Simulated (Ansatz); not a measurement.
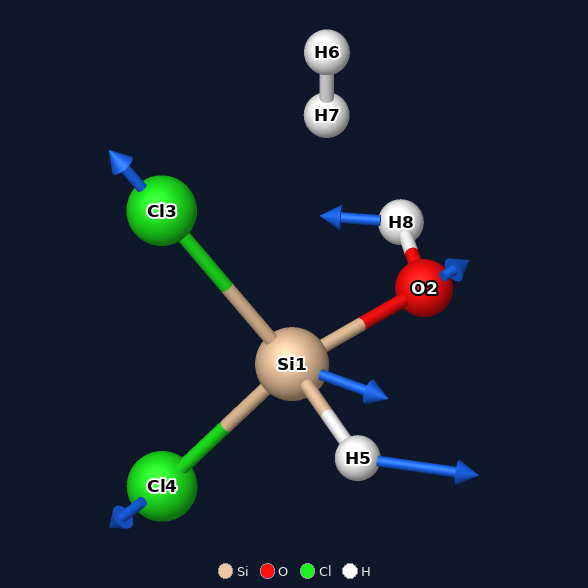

The arrows show one normal mode. Harmonic vibrations computed with RKS PBE0-D4/def2-TZVP (Ansatz 0.2.0) at a stationary point of the same level.

Q: What kind of motion is it?

A: Mostly in-phase stretching of 2 Cl–Si bonds.

Q: At what wavenumber does it lie?

A: 517 cm⁻¹; it is mode 10 of 18 counted from the lowest.
